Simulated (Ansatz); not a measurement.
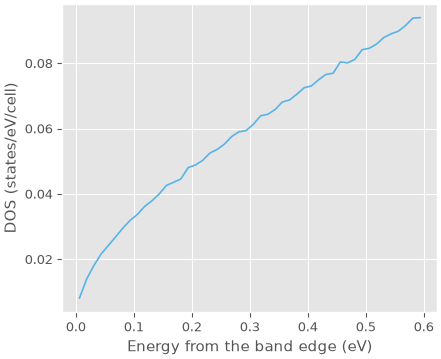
*Density of states of KF (Fm-3m) above the conduction band minimum, PBEsol, rigid bands (Ansatz, a first-principles code); cell volume 37.4 Å³.*

Question: What effective density of states at 300 K does this give (∫ g(E) exp(−E/k_BT) dE, both spins, divided by the cell's size)?

Answer: 1.0e19 cm⁻³, a density-of-states mass of 0.55 mₑ, valleys and band degeneracy included.

Spin-orbit coupling is left out. Geometry: cell and atoms relaxed with PBEsol.
